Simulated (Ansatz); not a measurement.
C$_{2}$H$_{6}$FNSi

```xyz
11

C    -0.0617    2.0112    0.7693
N    -0.6431    0.8844    0.6530
Si    0.4080   -0.3990    0.1980
C    -0.4231   -1.5540   -0.8558
F     1.6501    0.2319   -0.6420
H    -0.7517    2.9254    1.0332
H     0.9840    2.2978    0.5948
H     1.0075   -1.0166    1.4356
H     0.1376   -2.3782   -1.1418
H    -0.8802   -1.0661   -1.7245
H    -1.3621   -1.9937   -0.2992
```

The fields and orbitals are those of the mean-field reference, not of the correlated method.

These are results of MP2, Gaussian basis in Ansatz 0.2.0, not measurements.

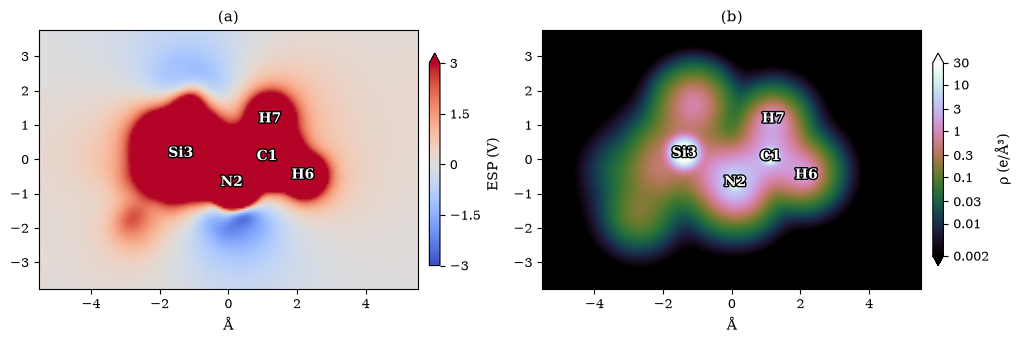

Figure 1. (a) molecular electrostatic potential; (b) electron density on the plane of atoms H6, C1 and H7.

What does the map show?

Answer.
- The plane passes through C, N, Si and H nuclei.
- C–N (1.27 Å): the density is about 2.8 e/Å³ at the midpoint.
- Si–N (1.72 Å): ρ is about 1.2 e/Å³ halfway.
- Outside the dense part of the molecule the potential is most negative (−2.5 V) near N2.

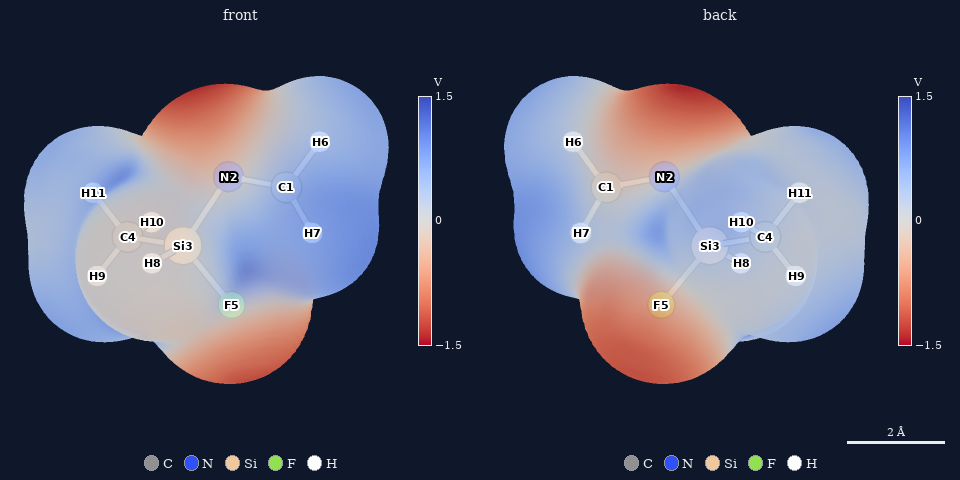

Figure 2. The molecular electrostatic potential painted on the density surface at 0.001 e/bohr³, seen from the front and from behind; the colour scale runs from red (negative) to blue (positive).

Where is the surface potential most negative and most positive?

Answer. The most negative region (about −1.3 V, or −30 kcal/mol for a unit charge) lies over N2, the most positive (about +0.9 V, or +21 kcal/mol for a unit charge) over Si3 and H7. N2 is the likeliest acceptor of a hydrogen bond.

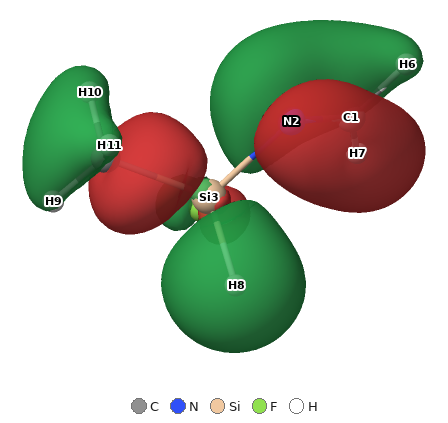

Figure 3. The HOMO−1 at ±0.08 Å⁻³ᐟ² (green and red are the two phases), seen at a tilt.

What is the character of this orbital?

Answer. Its weight (Hirshfeld) is mainly on N2 (about 30 %), C1 (about 20 %), Si3 (about 15 %), H8 (about 15 %) and C4 (about 10 %). Its energy is −12.15 eV.
